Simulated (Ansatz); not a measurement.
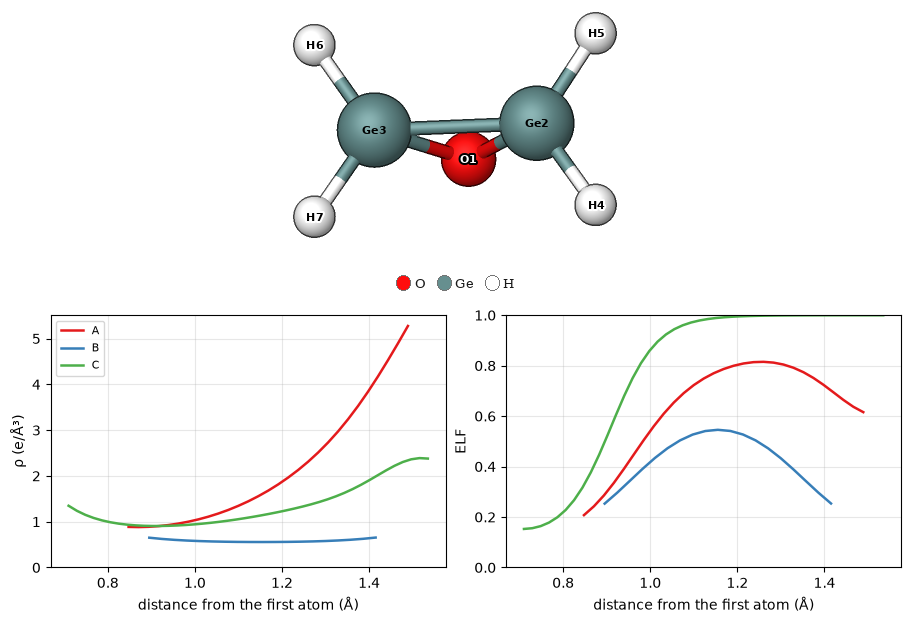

Figure 1: Ge2H4O. Total electron density and electron localisation function along straight lines between neighbouring atoms. The curves leave out the atomic cores. The structure is drawn too.

Geometry: PBE0-D4/def2-TZVP.

These are results of RKS PBE0-D4/def2-TZVPP in Ansatz 0.2.0, not measurements.

```yaml
atoms:
  - { symbol: O, position_ang: [-0.7256, -0.6195, 0.8172] }
  - { symbol: Ge, position_ang: [-0.6929, -0.0843, -0.9354] }
  - { symbol: Ge, position_ang: [0.8992, 0.2219, 0.7105] }
  - { symbol: H, position_ang: [-0.6808, -1.2685, -1.9118] }
  - { symbol: H, position_ang: [-1.7849, 0.9455, -1.2564] }
  - { symbol: H, position_ang: [0.9714, 1.4756, 1.5931] }
  - { symbol: H, position_ang: [2.0748, -0.7386, 0.9370] }
```

Q: Which curve belongs to which contact (Ge–Ge, Ge–H and Ge–O)? The first atom named is at distance zero.

A: Curve A: Ge–O (1.83 Å): ρ at the midpoint is about 0.9 e/Å³; the ELF peaks at about 0.80 in the valence shell of O, 0.6 Å from its nucleus, and is about 0.35 at the midpoint. Curve B: Ge–Ge (2.31 Å): ρ at the midpoint is about 0.56 e/Å³; the ELF reaches about 0.55 near the midpoint. Curve C: Ge–H (1.53 Å): ρ at the midpoint is about 1.1 e/Å³; the ELF climbs to about 1 towards the hydrogen.
